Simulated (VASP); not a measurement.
Band structure of Ba₂NF (space group R-3m). These are LDA (Ceperley-Alder, Perdew-Zunger) with spin-orbit coupling, VASP's LDA PAW potentials (set 64) (plane waves; VASP) values and carry that method's errors.

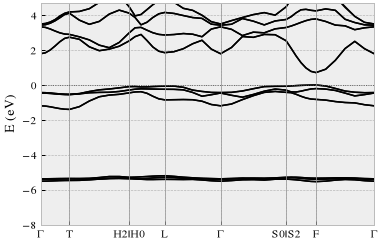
*Bands along high-symmetry lines, zero at the valence-band maximum or, without a gap, the Fermi level*

### Question
Read the plot: is there a gap, and where are the band edges?

### Answer
The gap is direct, 0.71 eV, from the valence maximum at F to the conduction minimum at F.

The structure comes from a computed database's Ba2NF entry (R-3m); how it stands against other phases isn't given here. It was relaxed first, which changed the volume by -6 %.
